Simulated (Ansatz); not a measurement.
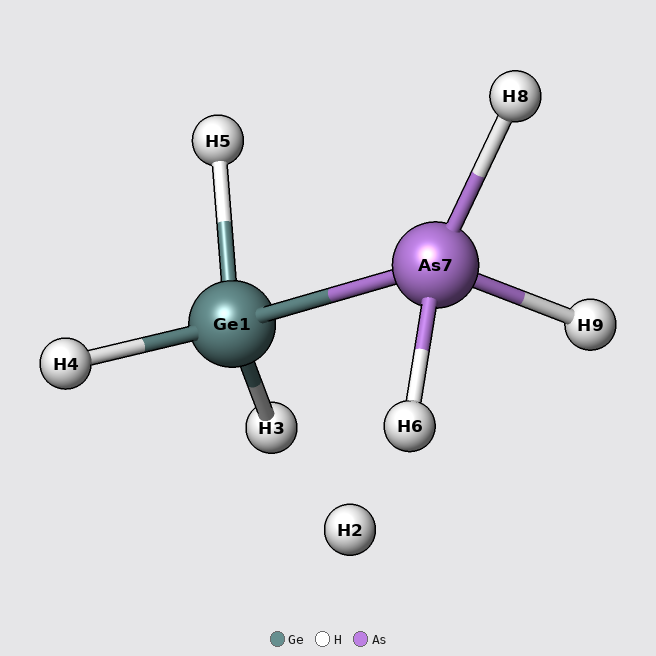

Harmonic vibrations computed with RKS PBE0-D4/def2-SVP (Ansatz 0.2.0) at a stationary point of the same level.

Is this a minimum or a saddle point?

A saddle point of order 2: imaginary frequencies 1146i cm⁻¹, 235i cm⁻¹.

How many vibrational modes are there, and where do they lie?

21 modes: 1146i, 235i, 251, 309, 349, 550, 612, 718, 740, 789, 857, 905, 957, 1010, 1063, 1895, 2027, 2133, 2183, 2238, 2320 cm⁻¹.
